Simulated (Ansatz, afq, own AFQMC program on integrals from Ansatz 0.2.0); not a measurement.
# GeH₄+ (doublet): quantum Monte Carlo beside coupled cluster at scale of all distances = 1.481, 6-31G

Aim: compute GeH₄+ (doublet) with auxiliary-field quantum Monte Carlo on the same integrals as coupled cluster, and set the energies side by side.

The runs use Ansatz 0.2.0, Gaussian basis, and an in-house AFQMC program (afq) on its integrals; all values are calculated; 6-31G, frozen cores.

To be run: Full CI; PBE (unrestricted); r2SCAN (unrestricted); PBE0 (unrestricted); B3LYP (unrestricted); wB97M-V (unrestricted); B2PLYP (unrestricted); CCSD(T) on UHF; Full CI; Full CI (quartet); CCSDT(Q) on UHF; CCSDTQ on UHF; Phaseless AFQMC, CISD trial on UHF; Phaseless AFQMC, CISD trial on UHF; CCSD(T) on ROHF; Full CI; CCSDT(Q) on ROHF; CCSDTQ on ROHF; Phaseless AFQMC, CISD trial on ROHF; Phaseless AFQMC, CISD trial on ROHF.

8 further runs of the same task are left out: 1 for a known fault of the program, 7 that didn't finish.

## 1. The system

The geometry derives from a PBE0/def2-TZVP stationary point (not a proven minimum). All distances are scaled together. No spin-orbit coupling is included. The filled d shell of Ge may be among the frozen orbitals whatever the setting's name suggests; the logs give the count.

5 atoms, charge 1, spin multiplicity 2.

Atoms are counted from 1 here; the program's logs count them from 0.

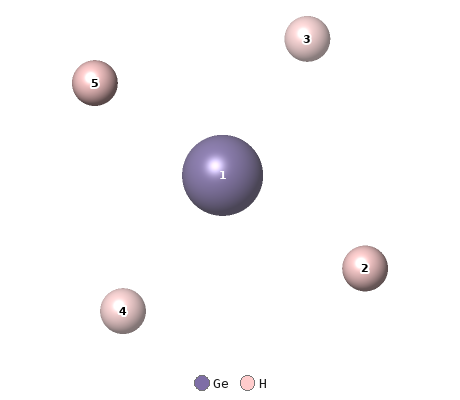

The geometry (germanium purple, hydrogen pink); atoms are numbered from 1 in the order of the file.

## 2. Full CI

Contents of in.yaml:

```yaml
crystal:
  periodic: [false, false, false]
  atoms:
    - {symbol: Ge, position_ang: [0.000000, 0.000000, 0.000000]}
    - {symbol: H, position_ang: [0.831290, 1.531243, 1.529267]}
    - {symbol: H, position_ang: [-0.843967, -1.524970, 1.528592]}
    - {symbol: H, position_ang: [-0.828210, 1.526640, -1.535527]}
    - {symbol: H, position_ang: [0.840887, -1.532913, -1.522332]}
basis:
  gaussian: {orbitals: 6-31G}
total_charge: 1
magnetization: {spin_polarized: false, initial_magnetization: 1}
correlation: {method: fci, electrons: outside_noble_gas}
```

Command:

```console
ansatz run in.yaml --threads 1 --pin off --events-out ev --progress --plain --max-ram 16896MiB --backend cuda --devices 0, --max-vram 18GiB
```

Standard output (excerpt; [...] marks lines left out):

```text
Functional definition: HF
  name "HF"
  cite "Fock, Z. Phys. 61, 126 (1930) doi:10.1007/BF01340294"
  parent pbe
[...]
628 factors; integrals over basis functions are off by at most 8.9e-8 eV
[...]
mean field -56508.84520505 eV, -2076.6617582146 hartree, gradient 9.8e-7 eV, S^2 0.750000; 7 other end points of the search recorded, 0 dependent functions left out
determinant -56508.19328881 eV, -2076.6378007346 hartree, with singles and doubles -56513.03841677 eV, -2076.8158559032 hartree
determinant -56507.33216792 eV, -2076.6061551257 hartree, with singles and doubles -56512.53313712 eV, -2076.7972872182 hartree
determinant -56508.19328881 eV, -2076.6378007346 hartree, with singles and doubles -56513.04094253 eV, -2076.8159487232 hartree
determinant -56508.19328881 eV, -2076.6378007346 hartree, with singles and doubles -56513.04057022 eV, -2076.8159350410 hartree
determinant -56507.33216792 eV, -2076.6061551257 hartree, with singles and doubles -56512.66897447 eV, -2076.8022791491 hartree
unrestricted determinant -56509.40445339 eV, -2076.6823102120 hartree, S^2 1.6504
14 core orbitals not correlated: weight in the atoms' cores, before any rotation towards them, 1.000 or more for the frozen orbitals, at most 0.000 for the correlated occupied ones
reference -56508.19328881 eV, -2076.6378007346 hartree; 4, 3 occupied and 19, 20 virtual orbitals, 628 factors
state -56513.52416657 eV, -2076.8337068789 hartree
Total energy: -56513.52416657 eV, -2076.8337068789 hartree
```

It took 26 s on 1 × NVIDIA H100 80GB HBM3 with 1 thread of AMD EPYC 7R13 (Zen 3), shared host; peak host memory 1.5 GiB.

From the report: 3,921,185 determinants, symmetry A1.

## 3. PBE (unrestricted)

in.yaml: that of step 2 with these lines changed.

```diff
@@ -11,3 +11,4 @@
 total_charge: 1
-magnetization: {spin_polarized: false, initial_magnetization: 1}
-correlation: {method: fci, electrons: outside_noble_gas}
+magnetization: {spin_polarized: true, initial_magnetization: 1}
+hamiltonian: {xc: {name: PBE}}
+output: {orbitals: {seedname: orbitals}}
```

Command:

```console
ansatz run in.yaml --threads 1 --pin off --events-out ev --progress --plain --max-ram 5632MiB --backend cpu
```

Standard output (excerpt; [...] marks lines left out):

```text
Functional definition: PBE
  name "PBE"
  cite "Perdew, Burke & Ernzerhof, Phys. Rev. Lett. 77, 3865 (1996) doi:10.1103/PhysRevLett.77.3865"
  parent pbe
[...]
386 factors; integrals over basis functions are off by at most 4.4e-4 eV
[...]
mean field -56547.61837064 eV, -2078.0866457685 hartree, gradient 5.7e-6 eV, S^2 1.014990; 12 other end points of the search recorded, 0 dependent functions left out
reference -56547.61840674 eV, -2078.0866470951 hartree; 18, 17 occupied and 19, 20 virtual orbitals, 386 factors
Total energy: -56547.61840674 eV, -2078.0866470951 hartree
```

Wall time 4.7 s (1 thread of AMD EPYC 7R13 (Zen 3), shared host); peak memory 1.5 GiB.

From the report: ⟨S²⟩ of the determinant 1.015 (pure doublet: 0.75).

## 4. r2SCAN (unrestricted)

in.yaml: that of step 3 with these lines changed.

```diff
@@ -12,3 +12,2 @@
 magnetization: {spin_polarized: true, initial_magnetization: 1}
-hamiltonian: {xc: {name: PBE}}
-output: {orbitals: {seedname: orbitals}}
+hamiltonian: {xc: {name: r2SCAN}}
```

The command is unchanged.

Standard output (excerpt; [...] marks lines left out):

```text
Functional definition: r2SCAN
  name "r2SCAN"
  cite "Furness, Kaplan, Ning, Perdew & Sun, J. Phys. Chem. Lett. 11, 8208 (2020) doi:10.1021/acs.jpclett.0c02405"
  cite "Furness, Kaplan, Ning, Perdew & Sun, J. Phys. Chem. Lett. 11, 9248 (2020) doi:10.1021/acs.jpclett.0c03077"
  parent r2scan
[...]
386 factors; integrals over basis functions are off by at most 4.4e-4 eV
[...]
mean field -56555.49751482 eV, -2078.3761989767 hartree, gradient 8.5e-6 eV, S^2 1.413599; 15 other end points of the search recorded, 0 dependent functions left out
reference -56555.49752684 eV, -2078.3761994181 hartree; 18, 17 occupied and 19, 20 virtual orbitals, 386 factors
Total energy: -56555.49752684 eV, -2078.3761994181 hartree
```

Wall time 9 s (1 thread of AMD EPYC 7R13 (Zen 3), shared host); peak memory 1.5 GiB.

From the report: ⟨S²⟩ of the determinant 1.414 (pure doublet: 0.75). The determinant is far from a pure spin state, so its energy mixes those of several spin states (harmless only where they are near-degenerate, as at dissociation).

## 5. PBE0 (unrestricted)

in.yaml: that of step 4 with these lines changed.

```diff
@@ -12,2 +12,3 @@
 magnetization: {spin_polarized: true, initial_magnetization: 1}
-hamiltonian: {xc: {name: r2SCAN}}
+hamiltonian: {xc: {name: PBE0}}
+output: {orbitals: {seedname: orbitals}}
```

Launched as before.

Standard output (excerpt; [...] marks lines left out):

```text
Functional definition: PBE0
  name "PBE0"
  cite "Adamo & Barone, J. Chem. Phys. 110, 6158 (1999) doi:10.1063/1.478522"
  cite "Perdew, Burke & Ernzerhof, Phys. Rev. Lett. 77, 3865 (1996) doi:10.1103/PhysRevLett.77.3865"
  parent pbe
[...]
386 factors; integrals over basis functions are off by at most 4.4e-4 eV
[...]
mean field -56548.71788325 eV, -2078.1270521119 hartree, gradient 1.3e-6 eV, S^2 1.443579; 10 other end points of the search recorded, 0 dependent functions left out
reference -56548.71791085 eV, -2078.1270531259 hartree; 18, 17 occupied and 19, 20 virtual orbitals, 386 factors
Total energy: -56548.71791085 eV, -2078.1270531259 hartree
```

It took 4.3 s on 1 thread of AMD EPYC 7R13 (Zen 3), shared host; peak memory 1.5 GiB.

From the report: ⟨S²⟩ of the determinant 1.444 (pure doublet: 0.75). The determinant is far from a pure spin state, so its energy mixes those of several spin states (harmless only where they are near-degenerate, as at dissociation).

## 6. B3LYP (unrestricted)

in.yaml: that of step 5 with these lines changed.

```diff
@@ -12,3 +12,2 @@
 magnetization: {spin_polarized: true, initial_magnetization: 1}
-hamiltonian: {xc: {name: PBE0}}
-output: {orbitals: {seedname: orbitals}}
+hamiltonian: {xc: {name: B3LYP}}
```

Same command.

Standard output (excerpt; [...] marks lines left out):

```text
Functional definition: B3LYP
  name "B3LYP"
  cite "Stephens, Devlin, Chabalowski & Frisch, J. Phys. Chem. 98, 11623 (1994) doi:10.1021/j100096a001"
  cite "Becke, Phys. Rev. A 38, 3098 (1988) doi:10.1103/PhysRevA.38.3098"
  cite "Lee, Yang & Parr, Phys. Rev. B 37, 785 (1988) doi:10.1103/PhysRevB.37.785"
  cite "Vosko, Wilk & Nusair, Can. J. Phys. 58, 1200 (1980) doi:10.1139/p80-159"
[...]
386 factors; integrals over basis functions are off by at most 4.4e-4 eV
[...]
mean field -56557.65228278 eV, -2078.4553852386 hartree, gradient 2.1e-5 eV, S^2 1.304601; 12 other end points of the search recorded, 0 dependent functions left out
reference -56557.65251495 eV, -2078.4553937706 hartree; 18, 17 occupied and 19, 20 virtual orbitals, 386 factors
Total energy: -56557.65251495 eV, -2078.4553937706 hartree
```

It took 6.5 s on 1 thread of AMD EPYC 7R13 (Zen 3), shared host; peak memory 1.5 GiB.

From the report: ⟨S²⟩ of the determinant 1.305 (pure doublet: 0.75). The determinant is far from a pure spin state, so its energy mixes those of several spin states (harmless only where they are near-degenerate, as at dissociation).

## 7. wB97M-V (unrestricted)

in.yaml: that of step 6 with these lines changed.

```diff
@@ -12,2 +12,3 @@
 magnetization: {spin_polarized: true, initial_magnetization: 1}
-hamiltonian: {xc: {name: B3LYP}}
+hamiltonian: {xc: {name: wB97M-V}}
+output: {orbitals: {seedname: orbitals}}
```

Launched as before.

Standard output (excerpt; [...] marks lines left out):

```text
Functional definition: wB97M-V
  name "wB97M-V"
  cite "Mardirossian & Head-Gordon, J. Chem. Phys. 144, 214110 (2016) doi:10.1063/1.4952647"
  cite "Becke, J. Chem. Phys. 107, 8554 (1997) doi:10.1063/1.475007"
  cite "Vydrov & Van Voorhis, J. Chem. Phys. 133, 244103 (2010) doi:10.1063/1.3521275"
  # Of w^i u^j: cxij and so on, Table III.
[...]
  gx(w, u) = 1 - cx + cx01*u + cx10*w
[...]
386 factors; integrals over basis functions are off by at most 4.4e-4 eV
117 factors; integrals over basis functions are off by at most 4.7e-5 eV
[...]
mean field -56551.94294679 eV, -2078.2455710109 hartree, gradient 1.7e-5 eV, S^2 1.507416; 7 other end points of the search recorded, 0 dependent functions left out
reference -56551.94298710 eV, -2078.2455724922 hartree; 18, 17 occupied and 19, 20 virtual orbitals, 386 factors
Total energy: -56551.94298710 eV, -2078.2455724922 hartree
```

Run time: 19 s. Hardware: 1 thread of AMD EPYC 7R13 (Zen 3), shared host; peak memory 1.5 GiB.

From the report: ⟨S²⟩ of the determinant 1.507 (pure doublet: 0.75). The determinant is far from a pure spin state, so its energy mixes those of several spin states (harmless only where they are near-degenerate, as at dissociation).

## 8. B2PLYP (unrestricted)

in.yaml: that of step 7 with these lines changed.

```diff
@@ -12,3 +12,3 @@
 magnetization: {spin_polarized: true, initial_magnetization: 1}
-hamiltonian: {xc: {name: wB97M-V}}
-output: {orbitals: {seedname: orbitals}}
+hamiltonian: {xc: {name: B2PLYP}}
+correlation: {electrons: outside_noble_gas}
```

Same command.

Standard output (excerpt; [...] marks lines left out):

```text
Functional definition: B2PLYP
  name "B2PLYP"
  cite "Grimme, J. Chem. Phys. 124, 034108 (2006) doi:10.1063/1.2148954"
  cite "Becke, Phys. Rev. A 38, 3098 (1988) doi:10.1103/PhysRevA.38.3098"
  cite "Lee, Yang & Parr, Phys. Rev. B 37, 785 (1988) doi:10.1103/PhysRevB.37.785"
[...]
386 factors; integrals over basis functions are off by at most 4.4e-4 eV
[...]
mean field -56543.67693388 eV, -2077.9418006391 hartree, gradient 7.9e-7 eV, S^2 1.742407; 9 other end points of the search recorded, 0 dependent functions left out
14 core orbitals not correlated: weight in the atoms' cores, before any rotation towards them, 1.000 or more for the frozen orbitals, at most 0.000 for the correlated occupied ones
reference -56543.67708170 eV, -2077.9418060716 hartree; 4, 3 occupied and 19, 20 virtual orbitals, 386 factors
second order -1.60176434 eV of doubles, -0.00000000 eV of singles
Total energy: -56544.10955807 eV, -2077.9576992851 hartree
```

Run time: 3.6 s. Hardware: 1 thread of AMD EPYC 7R13 (Zen 3), shared host; peak memory 1.5 GiB.

From the report: ⟨S²⟩ of the determinant 1.742 (pure doublet: 0.75). The determinant is far from a pure spin state, so its energy mixes those of several spin states (harmless only where they are near-degenerate, as at dissociation).

## 9. CCSD(T) on UHF

in.yaml: that of step 8 with these lines changed.

```diff
@@ -12,3 +12,2 @@
 magnetization: {spin_polarized: true, initial_magnetization: 1}
-hamiltonian: {xc: {name: B2PLYP}}
-correlation: {electrons: outside_noble_gas}
+correlation: {method: ccsd_t, electrons: outside_noble_gas, hamiltonian_folder: ham}
```

Command:

```console
ansatz run in.yaml --threads 1 --pin off --events-out ev --progress --plain --max-ram 16896MiB --backend cuda --devices 0, --max-vram 18GiB
```

Standard output (excerpt; [...] marks lines left out):

```text
Functional definition: HF
  name "HF"
  cite "Fock, Z. Phys. 61, 126 (1930) doi:10.1007/BF01340294"
  parent pbe
[...]
386 factors; integrals over basis functions are off by at most 4.4e-4 eV
[...]
mean field -56511.05991527 eV, -2076.7431473141 hartree, gradient 2.8e-6 eV, S^2 2.141015; 22 other end points of the search recorded, 0 dependent functions left out
determinant -56511.05991527 eV, -2076.7431473141 hartree, with singles and doubles -56512.91662383 eV, -2076.8113800951 hartree
[...]
second order -1.24262198 eV of doubles, -0.00000000 eV of singles
cycle   1  -3.77915663 eV  change   -5.9e-6 eV  update   5.2e-6
[...]
cycle   3  -3.77917297 eV  change   -3.6e-6 eV  update   1.5e-6
perturbative correction -0.22541126 eV, -0.0082837110 hartree
WARN: the results are in doubt because among natural orbitals full CI differs from the method by -0.128 eV
Total energy: -56513.40910154 eV, -2076.8294783171 hartree
In doubt: among natural orbitals full CI differs from the method by -0.128 eV
```

Wall time 47 s (1 × NVIDIA H100 80GB HBM3 with 1 thread of AMD EPYC 7R13 (Zen 3), shared host); peak host memory 1.5 GiB.

From the report: ⟨S²⟩ of the determinant 1.650 (pure doublet: 0.75); correlation -4.0046 eV; T1 0.153; largest double amplitude 0.25. The determinant is far from a pure spin state, so its energy mixes those of several spin states (harmless only where they are near-degenerate, as at dissociation). The program marks this result as in doubt; its last lines say why.

This run also writes the integrals to the folder ham.

## 10. Full CI

Contents of in.yaml:

```yaml
hamiltonian:
  integrals:
    folder: ../ham
correlation: {method: fci}
```

Same command.

Standard output:

```text
Functional definition: HF
  name "HF"
  cite "Fock, Z. Phys. 61, 126 (1930) doi:10.1007/BF01340294"
  parent pbe
  exchange = exact_x
  correlation = 0
reference -56509.40451731 eV, -2076.6823125611 hartree; 4, 3 occupied and 19, 20 virtual orbitals, 386 factors
state -56513.52125253 eV, -2076.8335997899 hartree
Total energy: -56513.52125253 eV, -2076.8335997899 hartree
```

It took 15 s on 1 × NVIDIA H100 80GB HBM3 with 1 thread of AMD EPYC 7R13 (Zen 3), shared host; peak host memory 1.5 GiB.

From the report: 15,682,205 determinants.

## 11. Full CI (quartet)

Contents of in.yaml:

```yaml
crystal:
  periodic: [false, false, false]
  atoms:
    - {symbol: Ge, position_ang: [0.000000, 0.000000, 0.000000]}
    - {symbol: H, position_ang: [0.831290, 1.531243, 1.529267]}
    - {symbol: H, position_ang: [-0.843967, -1.524970, 1.528592]}
    - {symbol: H, position_ang: [-0.828210, 1.526640, -1.535527]}
    - {symbol: H, position_ang: [0.840887, -1.532913, -1.522332]}
basis:
  gaussian: {orbitals: 6-31G}
total_charge: 1
magnetization: {spin_polarized: false, initial_magnetization: 3}
correlation: {method: fci, electrons: outside_noble_gas}
```

Same command.

Standard output (excerpt; [...] marks lines left out):

```text
Functional definition: HF
  name "HF"
  cite "Fock, Z. Phys. 61, 126 (1930) doi:10.1007/BF01340294"
  parent pbe
[...]
628 factors; integrals over basis functions are off by at most 8.9e-8 eV
[...]
mean field -56509.94846958 eV, -2076.7023024384 hartree, gradient 1.5e-6 eV, S^2 3.750000; 5 other end points of the search recorded, 0 dependent functions left out
[...]
14 core orbitals not correlated: weight in the atoms' cores, before any rotation towards them, 1.000 or more for the frozen orbitals, at most 0.000 for the correlated occupied ones
reference -56509.44212295 eV, -2076.6836945428 hartree; 5, 2 occupied and 18, 21 virtual orbitals, 628 factors
state -56512.45924565 eV, -2076.7945717570 hartree
Total energy: -56512.45924565 eV, -2076.7945717570 hartree
```

Wall time 21 s (1 × NVIDIA H100 80GB HBM3 with 1 thread of AMD EPYC 7R13 (Zen 3), shared host); peak host memory 1.5 GiB.

From the report: 2,128,518 determinants, symmetry B2.

## 12. CCSDT(Q) on UHF

in.yaml: that of step 11 with these lines changed.

```diff
@@ -11,3 +11,3 @@
 total_charge: 1
-magnetization: {spin_polarized: false, initial_magnetization: 3}
-correlation: {method: fci, electrons: outside_noble_gas}
+magnetization: {spin_polarized: true, initial_magnetization: 1}
+correlation: {method: ccsdt_q, electrons: outside_noble_gas}
```

Same command.

Standard output (excerpt; [...] marks lines left out):

```text
Functional definition: HF
  name "HF"
  cite "Fock, Z. Phys. 61, 126 (1930) doi:10.1007/BF01340294"
  parent pbe
[...]
628 factors; integrals over basis functions are off by at most 8.9e-8 eV
[...]
mean field -56511.06004659 eV, -2076.7431521399 hartree, gradient 5.6e-6 eV, S^2 2.141046; 22 other end points of the search recorded, 0 dependent functions left out
[...]
reference -56509.40445339 eV, -2076.6823102120 hartree; 4, 3 occupied and 19, 20 virtual orbitals, 628 factors
second order -1.24255741 eV of doubles, -0.00000000 eV of singles
cycle   1  -1.75338777 eV  change   -5.1e-1 eV  update   1.3e-1
[...]
cycle  27  -4.08347640 eV  change   -1.1e-7 eV  update   7.5e-8
perturbative correction -0.03117902 eV, -0.0011458078 hartree
Total energy: -56513.51910881 eV, -2076.8335210097 hartree
```

Run time: 18 s. Hardware: 1 × NVIDIA H100 80GB HBM3 with 1 thread of AMD EPYC 7R13 (Zen 3), shared host; peak host memory 1.5 GiB.

From the report: ⟨S²⟩ of the determinant 1.650 (pure doublet: 0.75); correlation -4.1147 eV; T1 0.158; largest double amplitude 0.28. The determinant is far from a pure spin state, so its energy mixes those of several spin states (harmless only where they are near-degenerate, as at dissociation).

## 13. CCSDTQ on UHF

in.yaml: that of step 12 with these lines changed.

```diff
@@ -12,2 +12,2 @@
 magnetization: {spin_polarized: true, initial_magnetization: 1}
-correlation: {method: ccsdt_q, electrons: outside_noble_gas}
+correlation: {method: ccsdtq, electrons: outside_noble_gas}
```

The command is unchanged.

Standard output (excerpt; [...] marks lines left out):

```text
Functional definition: HF
  name "HF"
  cite "Fock, Z. Phys. 61, 126 (1930) doi:10.1007/BF01340294"
  parent pbe
[...]
628 factors; integrals over basis functions are off by at most 8.9e-8 eV
[...]
mean field -56511.06004659 eV, -2076.7431521399 hartree, gradient 5.6e-6 eV, S^2 2.141046; 22 other end points of the search recorded, 0 dependent functions left out
[...]
reference -56509.40445339 eV, -2076.6823102120 hartree; 4, 3 occupied and 19, 20 virtual orbitals, 628 factors
second order -1.24255741 eV of doubles, -0.00000000 eV of singles
cycle   1  -1.75338777 eV  change   -5.1e-1 eV  update   1.3e-1
[...]
cycle  26  -4.11542548 eV  change    1.4e-7 eV  update   1.9e-7
Total energy: -56513.51987887 eV, -2076.8335493087 hartree
```

Wall time 18 s (1 × NVIDIA H100 80GB HBM3 with 1 thread of AMD EPYC 7R13 (Zen 3), shared host); peak host memory 1.5 GiB.

From the report: ⟨S²⟩ of the determinant 1.650 (pure doublet: 0.75); correlation -4.1154 eV; T1 0.160; largest double amplitude 0.28. The determinant is far from a pure spin state, so its energy mixes those of several spin states (harmless only where they are near-degenerate, as at dissociation).

(Part 1 of 2 ends here.)
